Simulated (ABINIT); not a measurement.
# A GW chain in ABINIT: GaN (P6_3mc), part 2 of 3

How does a plane-wave GW calculation on GaN (P6_3mc) run from the first input to the gap?

ABINIT 10.8.3; PBE and many-body steps on it, plane waves. Known limits of the many-body steps: not at the basis limit; no spin-orbit coupling; coarse k mesh.

So far. Step 2 (Ground state): The gap is direct, at Γ.

The database entry behind the starting cell has ideal inner coordinates that were not refined, so it need not match the best structure at ambient conditions.

**3. Bands along the symmetry lines**

Level of this step: DFT, PBE, plane waves, norm-conserving pseudopotentials (ABINIT).

The cheap functional maps the bands first; the places of the edges decide which points the dearer methods must see.

run.abi reads:

```
acell 3*1.0 Angstrom
rprim 
  3.190000000016 -0.000000000004 0.000000000000
  -1.595000000005 2.762621038088 0.000000000000
  0.000000000000 0.000000000000 5.189000000000
ntypat 2
znucl 31 7
natom 4
typat 1 1 2 2
xred 
  0.666666666667 0.333333333333 0.000000000000
  0.333333333333 0.666666666667 0.500000000000
  0.666666666667 0.333333333333 0.375000000000
  0.333333333333 0.666666666667 0.875000000000
pp_dirpath "pseudos"
pseudos "Ga.upf, N.upf"
ecut 45
iscf -2
irdden 1
kptopt 0
nkpt 75
kpt 
  0.00000000 0.00000000 0.00000000
  0.06250000 0.00000000 0.00000000
  0.12500000 0.00000000 0.00000000
  0.18750000 0.00000000 0.00000000
  0.25000000 0.00000000 0.00000000
  0.31250000 0.00000000 0.00000000
  0.37500000 0.00000000 0.00000000
  0.43750000 0.00000000 0.00000000
  0.50000000 0.00000000 0.00000000
  0.47916667 0.04166667 0.00000000
  0.45833333 0.08333333 0.00000000
  0.43750000 0.12500000 0.00000000
  0.41666666 0.16666666 0.00000000
  0.39583333 0.20833333 0.00000000
  0.37500000 0.25000000 0.00000000
  0.35416666 0.29166666 0.00000000
  0.33333333 0.33333333 0.00000000
  0.29166666 0.29166666 0.00000000
  0.25000000 0.25000000 0.00000000
  0.20833333 0.20833333 0.00000000
  0.16666666 0.16666666 0.00000000
  0.12500000 0.12500000 0.00000000
  0.08333333 0.08333333 0.00000000
  0.04166667 0.04166667 0.00000000
  0.00000000 0.00000000 0.00000000
  0.00000000 0.00000000 0.06250000
  0.00000000 0.00000000 0.12500000
  0.00000000 0.00000000 0.18750000
  0.00000000 0.00000000 0.25000000
  0.00000000 0.00000000 0.31250000
  0.00000000 0.00000000 0.37500000
  0.00000000 0.00000000 0.43750000
  0.00000000 0.00000000 0.50000000
  0.06250000 0.00000000 0.50000000
  0.12500000 0.00000000 0.50000000
  0.18750000 0.00000000 0.50000000
  0.25000000 0.00000000 0.50000000
  0.31250000 0.00000000 0.50000000
  0.37500000 0.00000000 0.50000000
  0.43750000 0.00000000 0.50000000
  0.50000000 0.00000000 0.50000000
  0.47916667 0.04166667 0.50000000
  0.45833333 0.08333333 0.50000000
  0.43750000 0.12500000 0.50000000
  0.41666666 0.16666666 0.50000000
  0.39583333 0.20833333 0.50000000
  0.37500000 0.25000000 0.50000000
  0.35416666 0.29166666 0.50000000
  0.33333333 0.33333333 0.50000000
  0.29166666 0.29166666 0.50000000
  0.25000000 0.25000000 0.50000000
  0.20833333 0.20833333 0.50000000
  0.16666666 0.16666666 0.50000000
  0.12500000 0.12500000 0.50000000
  0.08333333 0.08333333 0.50000000
  0.04166667 0.04166667 0.50000000
  0.00000000 0.00000000 0.50000000
  0.50000000 0.00000000 0.50000000
  0.50000000 0.00000000 0.43750000
  0.50000000 0.00000000 0.37500000
  0.50000000 0.00000000 0.31250000
  0.50000000 0.00000000 0.25000000
  0.50000000 0.00000000 0.18750000
  0.50000000 0.00000000 0.12500000
  0.50000000 0.00000000 0.06250000
  0.50000000 0.00000000 0.00000000
  0.33333333 0.33333333 0.50000000
  0.33333333 0.33333333 0.43750000
  0.33333333 0.33333333 0.37500000
  0.33333333 0.33333333 0.31250000
  0.33333333 0.33333333 0.25000000
  0.33333333 0.33333333 0.18750000
  0.33333333 0.33333333 0.12500000
  0.33333333 0.33333333 0.06250000
  0.33333333 0.33333333 0.00000000
istwfk *1
nband 33
nbdbuf 2
tolwfr 1e-08
nstep 40
prtwf 0
prtvol 0
indata_prefix "in"
outdata_prefix "out"
tmpdata_prefix "tmp"
```

Launch:

```bash
$ OMP_NUM_THREADS=1 mpirun -n 4 abinit run.abi > log
```

Numbers of over 12 decimals in the logs are rounded to 6 here.

Log:

```text
.Version 10.8.3 of ABINIT. v10.8.2 released Aug 2026.

 Symmetries : space group P6_3 m c (#186); Bravais hP (primitive hexag.)
[... echo of the input left out ...]
== DATASET  1 ==================================================================
-   mpi_nproc: 4, omp_nthreads: 1 (-1 if OMP is not activated)

--- !DatasetInfo
iteration_state: {dtset: 1, }
dimensions: {natom: 4, nkpt: 75, mband: 33, nsppol: 1, nspinor: 1, nspden: 1, mpw: 4506, }
cutoff_energies: {ecut:  45.0, pawecutdg:  -1.0, }
electrons: {nelect:   5.20000000E+01, charge:   0.00000000E+00, occopt:   1.00000000E+00, tsmear:   1.00000000E-02, }

 Real(R)+Recip(G) space primitive vectors, cartesian coordinates (Bohr,Bohr^-1):
 R(1)=  6.0282263  0.0000000  0.0000000  G(1)=  0.1658863  0.0957745  0.0000000
 R(2)= -3.0141132  5.2205972  0.0000000  G(2)=  0.0000000  0.1915490  0.0000000
 R(3)=  0.0000000  0.0000000  9.8057889  G(3)=  0.0000000  0.0000000  0.1019806
 Unit cell volume ucvol=  3.0859741E+02 bohr^3
 Angles (23,13,12)=  9.00000000E+01  9.00000000E+01  1.20000000E+02 degrees

 getcut: wavevector=  0.0000  0.0000  0.0000  ngfft=  40  40  60
         ecut(hartree)=     45.000   => boxcut(ratio)=   2.02627

--- Pseudopotential description ------------------------------------------------
- Ga Generated using ONCVPSP code by D. R. Hamann
- 31.00000  21.00000  171031                  znucl, zion, pspdat
12 -101130 2 -1 1902                          pspcod,pspxc,lmax,lloc,mmax
     nproj     2     2     2
  pspatm : epsatm=   21.85474337
         --- l  ekb(1:nproj) -->
             0    4.962806   -1.220223
             1   -5.679278   -1.350476
             2  -10.596651   -3.839775
 pspatm: atomic psp has been read  and splines computed

- N Generated using ONCVPSP code by D. R. Hamann
-  7.00000   5.00000  171031                  znucl, zion, pspdat
12 -101130 1 -1 1058                          pspcod,pspxc,lmax,lloc,mmax
     nproj     2     2     0
  pspatm : epsatm=    5.20977870
         --- l  ekb(1:nproj) -->
[...]
pspatm: atomic psp has been read  and splines computed

--------------------------------------------------------------------------------

================================================================================
 prteigrs : about to open file out_EIG
 Non-SCF case, kpt    1 (  0.00000  0.00000  0.00000), residuals and eigenvalues=
  7.08E-09  6.98E-09  6.91E-09  9.04E-09  5.02E-09  5.41E-09  1.36E-09  6.76E-09
  1.62E-09  1.13E-09  5.31E-09  5.12E-09  8.83E-09  7.92E-09  5.19E-09  5.69E-09
  9.95E-09  3.67E-09  3.34E-09  8.54E-09  1.55E-09  3.67E-09  5.12E-09  3.94E-09
[...]
1.96E-09
 -4.9759E+00 -4.9759E+00 -3.1632E+00 -3.1631E+00 -3.1631E+00 -3.1630E+00
 -3.1630E+00 -3.1630E+00 -3.3265E-01 -3.0063E-01 -2.4456E-01 -2.4373E-01
 -2.4373E-01 -2.4156E-01 -2.4156E-01 -2.3496E-01 -2.3496E-01 -2.3177E-01
[...]
1.18E-05
[...]
Non-SCF case, kpt   74 (  0.33333  0.33333  0.06250), residuals and eigenvalues=
[...]
Non-SCF case, kpt   75 (  0.33333  0.33333  0.00000), residuals and eigenvalues=
[...]
-1.6821E-01 -1.6821E-01  5.8163E-02  5.8163E-02  6.0513E-02  1.4357E-01
  1.4357E-01  1.5513E-01  4.4316E-01  5.3991E-01  5.3991E-01  5.6241E-01
[...]
--- !ResultsGS
iteration_state: {dtset: 1, }
comment   : Summary of ground state results
lattice_vectors:
- [  6.0282263,  -0.0000000,   0.0000000, ]
- [ -3.0141132,   5.2205972,   0.0000000, ]
- [  0.0000000,   0.0000000,   9.8057889, ]
lattice_lengths: [   6.02823,    6.02823,    9.80579, ]
lattice_angles: [ 90.000,  90.000, 120.000, ] # degrees, (23, 13, 12)
lattice_volume:   3.0859741E+02
convergence: {deltae:  0.000E+00, res2:  0.000E+00, residm:  9.998E-09, diffor:  0.000E+00, }
etotal    :  -5.17437206E+02
entropy   :   0.00000000E+00
fermie    :   2.53663909E-01
cartesian_stress_tensor: null
pressure_GPa: null
xred      :
- [  6.6667E-01,   3.3333E-01,   0.0000E+00, Ga]
- [  3.3333E-01,   6.6667E-01,   5.0000E-01, Ga]
- [  6.6667E-01,   3.3333E-01,   3.7500E-01,  N]
- [  3.3333E-01,   6.6667E-01,   8.7500E-01,  N]
cartesian_forces: null
force_length_stats: {min: null, max: null, mean: null, }

 Integrated electronic density in atomic spheres:
 ------------------------------------------------
 Atom  Sphere_radius  Integrated_density
[...]
================================================================================

 ----iterations are completed or convergence reached----

 Mean square residual over all n,k,spin=   50.714E-10; max=  99.981E-10
 reduced coordinates (array xred) for    4 atoms
[...]
0.666666666667      0.333333333333      0.375000000000
       0.333333333333      0.666666666667      0.875000000000

 cartesian coordinates (angstrom) at end:
    1      1.595000     0.920874     0.000000
    2      2e-12     1.841747     2.594500
    3      1.595000     0.920874     1.945875
    4      2e-12     1.841747     4.540375
 length scales=  1.889726125908  1.889726125908  1.889726125908 bohr
              =  1.000000000000  1.000000000000  1.000000000000 angstroms
 prteigrs : about to open file out_EIG
 Eigenvalues (hartree) for nkpt=  75  k points:
 kpt#   1, nband= 33, wtk=  1.00000, kpt=  0.0000  0.0000  0.0000 (reduced coord)
[...]
kpt#   2, nband= 33, wtk=  1.00000, kpt=  0.0625  0.0000  0.0000 (reduced coord)
[...]
kpt#   3, nband= 33, wtk=  1.00000, kpt=  0.1250  0.0000  0.0000 (reduced coord)
[...]
kpt#  74, nband= 33, wtk=  1.00000, kpt=  0.3333  0.3333  0.0625 (reduced coord)
[...]
0.71886
 kpt#  75, nband= 33, wtk=  1.00000, kpt=  0.3333  0.3333  0.0000 (reduced coord)
[...]
-0.23396   -0.23233   -0.16821   -0.16821    0.05816    0.05816    0.06051    0.14357
   0.14357    0.15513    0.44316    0.53991    0.53991    0.56241    0.61634    0.61634
   0.71518

== END DATASET(S) ==============================================================
================================================================================

 -outvars: echo values of variables after computation  --------
            nband          33
             nkpt          75
          spgroup         186
 [... the other variables as echoed above ...]

 Calculation completed.
```

It took 48 s on 4 MPI ranks of Arm Neoverse V2, shared host; peak memory 0.43 GiB; 3.2 min of CPU time.

Numbers from this step:

```yaml
gap: 1.919 eV
k_of_the_valence_top: 0, 0, 0
k_of_the_conduction_bottom: 0, 0, 0
least_direct_gap: 1.919 eV
```

The gap is 1.919 eV, as in the run before at this level.

Electronic bands along the path, in eV, zero at the top of the highest filled band:

| point | band 23 | band 24 | band 25 | band 26 | band 27 | band 28 | band 29 | band 30 |
| --- | --- | --- | --- | --- | --- | --- | --- | --- |
| Γ | -1.04 | -0.06 | 0.00 | 0.00 | 1.92 | 4.27 | 9.18 | 9.92 |
| M | -4.22 | -2.73 | -2.23 | -0.98 | 5.08 | 5.57 | 6.06 | 8.58 |
| K | -5.26 | -3.00 | -3.00 | -2.68 | 5.16 | 7.79 | 7.79 | 8.40 |
| Γ | -1.04 | -0.06 | 0.00 | 0.00 | 1.92 | 4.27 | 9.18 | 9.92 |
| A | -0.53 | -0.53 | -0.53 | -0.53 | 4.25 | 4.25 | 8.50 | 8.50 |
| L | -1.93 | -1.93 | -1.91 | -1.91 | 4.42 | 4.42 | 7.80 | 7.80 |
| H | -4.16 | -4.16 | -1.49 | -1.49 | 6.44 | 6.44 | 7.31 | 7.31 |
| A | -0.53 | -0.53 | -0.53 | -0.53 | 4.25 | 4.25 | 8.50 | 8.50 |
| jump to L | -1.93 | -1.93 | -1.91 | -1.91 | 4.42 | 4.42 | 7.80 | 7.80 |
| M | -4.22 | -2.73 | -2.23 | -0.98 | 5.08 | 5.57 | 6.06 | 8.58 |
| jump to H | -4.16 | -4.16 | -1.49 | -1.49 | 6.44 | 6.44 | 7.31 | 7.31 |
| K | -5.26 | -3.00 | -3.00 | -2.68 | 5.16 | 7.79 | 7.79 | 8.40 |

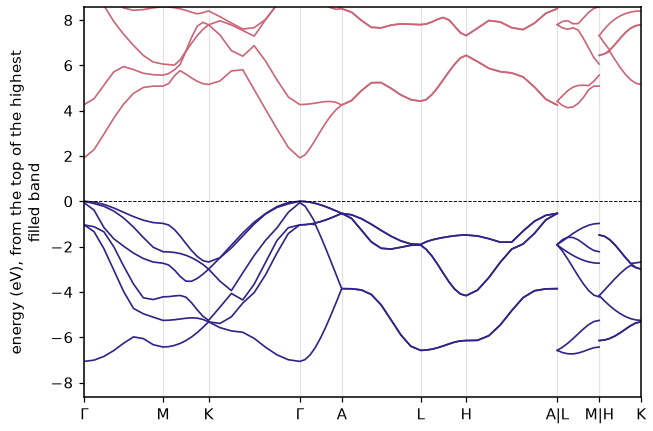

Electronic bands along the path; lines of filled and empty bands in two colours.

**4. Empty states on the mesh, 3×3×2 mesh, 89 bands**

The sums over transitions need many empty states on a uniform mesh; this step solves for them.

run.abi reads:

```
acell 3*1.0 Angstrom
rprim 
  3.190000000016 -0.000000000004 0.000000000000
  -1.595000000005 2.762621038088 0.000000000000
  0.000000000000 0.000000000000 5.189000000000
ntypat 2
znucl 31 7
natom 4
typat 1 1 2 2
xred 
  0.666666666667 0.333333333333 0.000000000000
  0.333333333333 0.666666666667 0.500000000000
  0.666666666667 0.333333333333 0.375000000000
  0.333333333333 0.666666666667 0.875000000000
pp_dirpath "pseudos"
pseudos "Ga.upf, N.upf"
ecut 45
ngkpt 3 3 2
nshiftk 1
shiftk 0 0 0
kptopt 1
chksymbreak 0
iscf -2
irdden 1
istwfk *1
nband 89
nbdbuf 8
tolwfr 1e-09
nstep 60
prtvol 0
indata_prefix "in"
outdata_prefix "out"
tmpdata_prefix "tmp"
```

Log:

```text
.Version 10.8.3 of ABINIT. v10.8.2 released Aug 2026.

 Symmetries : space group P6_3 m c (#186); Bravais hP (primitive hexag.)
[... echo of the input left out ...]
== DATASET  1 ==================================================================
-   mpi_nproc: 4, omp_nthreads: 1 (-1 if OMP is not activated)

--- !DatasetInfo
iteration_state: {dtset: 1, }
dimensions: {natom: 4, nkpt: 6, mband: 89, nsppol: 1, nspinor: 1, nspden: 1, mpw: 4506, }
cutoff_energies: {ecut:  45.0, pawecutdg:  -1.0, }
electrons: {nelect:   5.20000000E+01, charge:   0.00000000E+00, occopt:   1.00000000E+00, tsmear:   1.00000000E-02, }

 Real(R)+Recip(G) space primitive vectors, cartesian coordinates (Bohr,Bohr^-1):
 R(1)=  6.0282263  0.0000000  0.0000000  G(1)=  0.1658863  0.0957745  0.0000000
 R(2)= -3.0141132  5.2205972  0.0000000  G(2)=  0.0000000  0.1915490  0.0000000
 R(3)=  0.0000000  0.0000000  9.8057889  G(3)=  0.0000000  0.0000000  0.1019806
 Unit cell volume ucvol=  3.0859741E+02 bohr^3
 Angles (23,13,12)=  9.00000000E+01  9.00000000E+01  1.20000000E+02 degrees

 getcut: wavevector=  0.0000  0.0000  0.0000  ngfft=  40  40  60
         ecut(hartree)=     45.000   => boxcut(ratio)=   2.02627

--- Pseudopotential description ------------------------------------------------
- Ga Generated using ONCVPSP code by D. R. Hamann
- 31.00000  21.00000  171031                  znucl, zion, pspdat
12 -101130 2 -1 1902                          pspcod,pspxc,lmax,lloc,mmax
     nproj     2     2     2
  pspatm : epsatm=   21.85474337
         --- l  ekb(1:nproj) -->
             0    4.962806   -1.220223
             1   -5.679278   -1.350476
             2  -10.596651   -3.839775
 pspatm: atomic psp has been read  and splines computed

- N Generated using ONCVPSP code by D. R. Hamann
-  7.00000   5.00000  171031                  znucl, zion, pspdat
12 -101130 1 -1 1058                          pspcod,pspxc,lmax,lloc,mmax
     nproj     2     2     0
  pspatm : epsatm=    5.20977870
         --- l  ekb(1:nproj) -->
[...]
pspatm: atomic psp has been read  and splines computed

--------------------------------------------------------------------------------

================================================================================
 prteigrs : about to open file out_EIG
 Non-SCF case, kpt    1 (  0.00000  0.00000  0.00000), residuals and eigenvalues=
  3.52E-10  5.08E-10  3.74E-10  5.36E-10  4.00E-10  5.07E-10  5.06E-10  6.77E-10
  8.92E-11  7.46E-10  5.47E-10  5.84E-10  4.11E-10  1.42E-10  2.01E-10  1.23E-10
  7.93E-10  1.42E-10  9.74E-10  8.73E-10  1.68E-10  7.17E-10  5.00E-10  7.26E-10
[...]
2.05E-06
 -4.9759E+00 -4.9759E+00 -3.1632E+00 -3.1631E+00 -3.1631E+00 -3.1630E+00
 -3.1630E+00 -3.1630E+00 -3.3265E-01 -3.0063E-01 -2.4456E-01 -2.4373E-01
 -2.4373E-01 -2.4156E-01 -2.4156E-01 -2.3496E-01 -2.3496E-01 -2.3177E-01
[...]
2.2870E+00  2.2882E+00  2.2882E+00  2.2912E+00  2.3042E+00  2.3042E+00
  2.3447E+00  2.3949E+00  2.3949E+00  2.4288E+00  2.4421E+00  2.4421E+00
  2.5388E+00  2.5389E+00  2.5658E+00  2.5747E+00  2.5905E+00
 prteigrs : prtvol=0 or 1, do not print more k-points.

--- !ResultsGS
iteration_state: {dtset: 1, }
comment   : Summary of ground state results
lattice_vectors:
- [  6.0282263,  -0.0000000,   0.0000000, ]
- [ -3.0141132,   5.2205972,   0.0000000, ]
- [  0.0000000,   0.0000000,   9.8057889, ]
lattice_lengths: [   6.02823,    6.02823,    9.80579, ]
lattice_angles: [ 90.000,  90.000, 120.000, ] # degrees, (23, 13, 12)
lattice_volume:   3.0859741E+02
convergence: {deltae:  0.000E+00, res2:  0.000E+00, residm:  9.947E-10, diffor:  0.000E+00, }
etotal    :  -5.17437206E+02
entropy   :   0.00000000E+00
fermie    :   2.53663909E-01
cartesian_stress_tensor: null
pressure_GPa: null
xred      :
- [  6.6667E-01,   3.3333E-01,   0.0000E+00, Ga]
- [  3.3333E-01,   6.6667E-01,   5.0000E-01, Ga]
- [  6.6667E-01,   3.3333E-01,   3.7500E-01,  N]
- [  3.3333E-01,   6.6667E-01,   8.7500E-01,  N]
cartesian_forces: null
force_length_stats: {min: null, max: null, mean: null, }

 Integrated electronic density in atomic spheres:
 ------------------------------------------------
 Atom  Sphere_radius  Integrated_density
[...]
================================================================================

 ----iterations are completed or convergence reached----

 Mean square residual over all n,k,spin=   46.652E-11; max=  99.466E-11
 reduced coordinates (array xred) for    4 atoms
[...]
0.666666666667      0.333333333333      0.375000000000
       0.333333333333      0.666666666667      0.875000000000

 cartesian coordinates (angstrom) at end:
    1      1.595000     0.920874     0.000000
    2      2e-12     1.841747     2.594500
    3      1.595000     0.920874     1.945875
    4      2e-12     1.841747     4.540375
 length scales=  1.889726125908  1.889726125908  1.889726125908 bohr
              =  1.000000000000  1.000000000000  1.000000000000 angstroms
 prteigrs : about to open file out_EIG
 Eigenvalues (hartree) for nkpt=   6  k points:
 kpt#   1, nband= 89, wtk=  0.05556, kpt=  0.0000  0.0000  0.0000 (reduced coord)
[...]
2.28704    2.28816    2.28816    2.29115    2.30419    2.30419    2.34467    2.39491
   2.39491    2.42879    2.44211    2.44211    2.53875    2.53885    2.56584    2.57473
   2.59055
 prteigrs : prtvol=0 or 1, do not print more k-points.

== END DATASET(S) ==============================================================
================================================================================

 -outvars: echo values of variables after computation  --------
            nband          89
             nkpt           6
          spgroup         186
 [... the other variables as echoed above ...]

 Calculation completed.
```

Wall time 18 s (4 MPI ranks); peak memory 0.31 GiB.

This step gave:

```yaml
gap: 1.919 eV
k_of_the_valence_top: 0, 0, 0
k_of_the_conduction_bottom: 0, 0, 0
least_direct_gap: 1.919 eV
k_points_computed: 6
lowest_point_of_the_top_converged_band_above_the_valence_top: 55.8057 eV
```

On this mesh the gap is 1.919 eV.

(Part 2 of 3 ends here.)

[Paths, hosts, dates, memory and timing lines, banners, echoed tables and standing remarks are left out of the program output.]

[Logs are printed without paths, hosts, clocks, repeated set-up lines and the standing remarks that a program may print on its own settings, such as how far it seeks lower states.]

[Runs of the session that timed out or met a known fault of the program may be left out.]

[Hosts, paths, dates, database ids (printed as entryN), source tags and the programs' standing remarks are cut or masked in the printed files.]

[G0W0 gaps are taken among the corrected bands and points alone; a level outside them can change the order at an edge.]

[Where Ansatz stands beside ABINIT at settings called matched, ABINIT's density can come from a denser mesh and the files from another edition; pairs whose starting gaps differed by over 0.03 eV were left out, so agreement reads better than it is.]
